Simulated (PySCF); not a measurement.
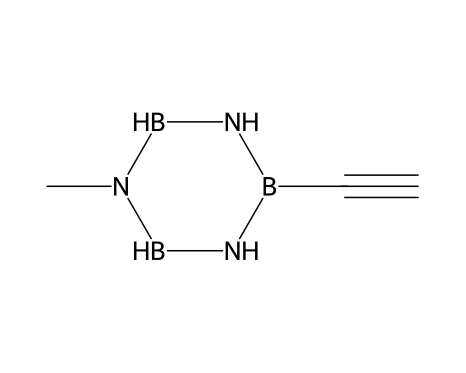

The computed structure is the end point of a GFN2-xTB optimisation. No frequency run is at hand to confirm it as a minimum. Properties computed with PBE0/def2-SVPD, gas phase (PySCF 2.14.0). Excitations: vertical, linear response.

What is the brightest of the 8 lowest singlets?

5.95 eV.

Estimate the LUMO energy (Kohn–Sham orbital).

−0.63 eV.

What is the dipole moment?

0.12 D.

What is the mean static polarisability?

95.7 bohr³.

The geometry is semi-empirical. Around B such bond lengths and angles can be off by a tenth of an ångström or more and by several degrees, and values that hang on the shape move with them.
